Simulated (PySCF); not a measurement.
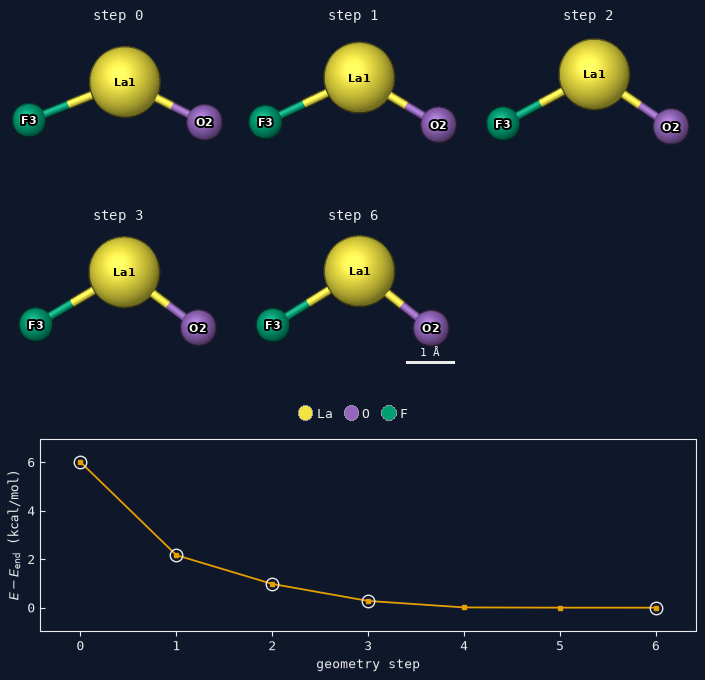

Frames of a relaxation of LaOF, marked on the history of the run. A ball-and-stick model, seen face on.

Computed with RKS PBE0, La def2-SVP with ECP46, O def2-SVP, F def2-SVP; non-relativistic Hamiltonian with scalar-relativistic core potentials; density fitting in PySCF 2.14.0. Settings: symmetry kept (Cs).

Describe the path.

Answer. The largest move after the best rigid fit is that of La1, 0.23 Å. By element the largest moves are La 0.23 Å, O 0.22 Å, F 0.21 Å. Some distances before and after: La1–O2 1.894 → 1.941 Å, La1–F3 2.184 → 2.158 Å. Bond angles that change, for instance: O2–La1–F3 131.8° → 110.1°. Over 6 geometry steps the energy falls by 6.01 kcal/mol. Largest force component: 2 eV/Å at the start, 0.006 eV/Å at the end. From step 0 to 1: La1 moves most (0.09 Å), energy −3.84 kcal/mol. From step 1 to 2: La1 moves most (0.07 Å), energy −1.19 kcal/mol. From step 2 to 3: O and F atoms move most (0.06 Å), energy −0.70 kcal/mol. From step 3 to 6: O2 moves most (0.05 Å), energy −0.28 kcal/mol.
